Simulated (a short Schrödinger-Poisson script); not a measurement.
Stack: symmetric double-gate stack, SiO2 on p-type Ge(100), at 300 K.

| layer | material | thickness (nm) | Na (cm⁻³) |
|---|---|---|---|
| 1 | SiO2 | 2.9 | - |
| 2 | Ge | 20 | 2e17 |
| 3 | SiO2 | 2.9 | - |

The device is made up for the run: typed textbook-type constants, with dimensions and the other settings drawn at random. SiO2: permittivity 3.9, conduction-band edge (eV) 3.1, gap (eV) 9, electron mass (mₑ) 0.5. Ge: permittivity 16, conduction-band edge (eV) 0, gap (eV) 0.664, Nv at 300 K (cm⁻³) 6e18.

Channel valleys (confinement mass, in-plane density-of-states mass, number): L4 0.12, 0.295, 4. At the gates, both at one voltage, the conduction-band edge of layer 1 lies 3.42 eV − eVg above the Fermi level of the channel. Gaps are held at their typed values at every temperature. Mesh 0.03 nm at interfaces.

From a short Schrödinger-Poisson script (our own, NumPy): 1D Poisson equation in equilibrium, electrons quantum, Hartree (BenDaniel-Duke, 12 states a valley, the channel's in-plane mass for all, wave functions free to enter the dielectric), parabolic valleys, classical holes, full ionisation, no traps, pinning or gate leakage.

Only gate voltages with over 1e8 electrons/cm² are shown.

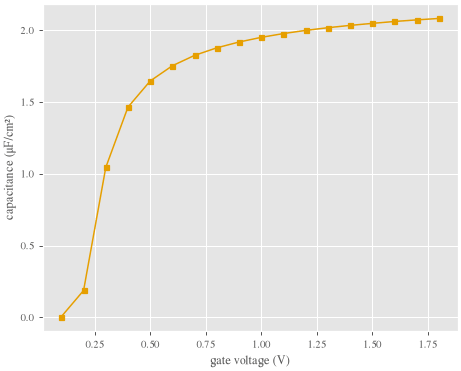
Figure: Quasi-static capacitance against gate voltage

| Vg (V) | electrons (cm⁻²) | C (μF/cm²) | L4 E0 (meV) | L4 E1 (meV) |
|---|---|---|---|---|
| 0.1 | 7.80e8 | 0.00493 | 263.5 | 282.3 |
| 0.3 | 4.12e11 | 1.04 | 102.1 | 118.6 |
| 0.5 | 2.19e12 | 1.65 | 61.0 | 70.7 |
| 0.7 | 4.37e12 | 1.82 | 43.9 | 49.4 |
| 0.9 | 6.71e12 | 1.92 | 32.5 | 35.7 |
| 1.1 | 9.14e12 | 1.98 | 23.5 | 25.6 |
| 1.3 | 1.16e13 | 2.02 | 16.1 | 17.4 |
| 1.5 | 1.42e13 | 2.05 | 9.6 | 10.5 |
| 1.7 | 1.67e13 | 2.07 | 3.8 | 4.5 |

Subbands count from the Fermi level. The capacitance is that of both gates.

Only the L valleys are kept; under strong confinement the Δ valleys of Ge fill too.
